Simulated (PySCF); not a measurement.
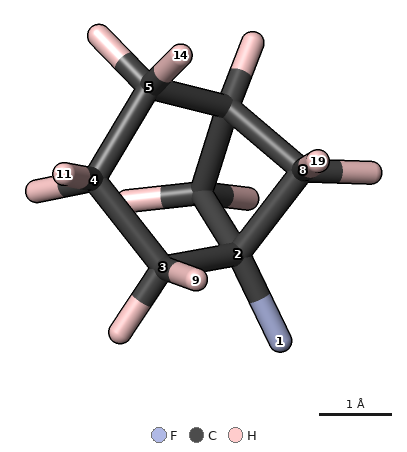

Starting structure of C7H11F. The picture is a stick view, seen at a tilt.

The start comes from GFN2-xTB. Its atoms were then displaced at random by about 0.01 Å.

The calculation used PySCF, PBE0-D3(BJ)/def2-SVP geometry optimisation, gas phase.

```xyz
19

F    -1.5187   -1.6393    1.3648
C    -0.7760   -0.7523    0.6057
C     0.6731   -1.1702    0.6184
C     1.6039    0.0003    0.1447
C     0.8549    0.8775   -0.8961
C    -0.6503    0.9265   -0.6213
C    -0.9234    0.7478    0.8844
C    -1.2089   -0.4832   -0.8339
H     0.8120   -2.0372    0.0036
H     0.9722   -1.4610    1.6509
H     2.4928   -0.3904   -0.2599
H     1.8454    0.6115    1.0166
H     1.2477    1.9017   -0.8520
H     1.0071    0.5055   -1.8884
H    -1.1375    1.7357   -1.1375
H    -1.9630    1.0082    1.1425
H    -0.2591    1.2253    1.5976
H    -2.3173   -0.4856   -0.9131
H    -0.7858   -1.1138   -1.6062
```

Q: What does the optimiser find from here?

A: The atom that moves furthest after the best rigid fit is H16 (0.063 Å). Largest moves by element: H 0.063 Å, C 0.030 Å, F 0.014 Å. Near-neighbour distances that change, for instance: C4–H11 1.052 → 1.100 Å, C3–C4 1.569 → 1.537 Å, C3–H9 1.072 → 1.102 Å, C6–H15 1.076 → 1.099 Å. Bond angles that change, for instance: H11–C4–H12 109.2° → 105.5°, C3–C4–C5 109.7° → 112.9°, C6–C5–H13 108.3° → 110.5°. After 3 geometry steps the energy has fallen by 16.1 kJ/mol. Cost: 51 s on 1 thread of Arm Neoverse V2 (shared host).

Final geometry:

```xyz
19

F    -1.5144   -1.6289    1.3573
C    -0.7696   -0.7546    0.6110
C     0.6961   -1.1620    0.6330
C     1.5811   -0.0110    0.1297
C     0.8670    0.8897   -0.8902
C    -0.6388    0.9224   -0.6209
C    -0.9430    0.7454    0.8881
C    -1.2297   -0.4906   -0.8229
H     0.8140   -2.0716    0.0216
H     0.9688   -1.4324    1.6655
H     2.5253   -0.3983   -0.2809
H     1.8671    0.6057    0.9956
H     1.2903    1.9061   -0.8428
H     1.0327    0.5343   -1.9211
H    -1.1355    1.7520   -1.1437
H    -1.9968    0.9653    1.1110
H    -0.2965    1.2308    1.6349
H    -2.3280   -0.4715   -0.8779
H    -0.8209   -1.1236   -1.6265
```

The end point in the same view:

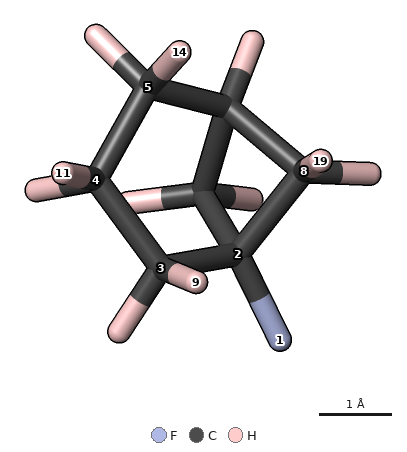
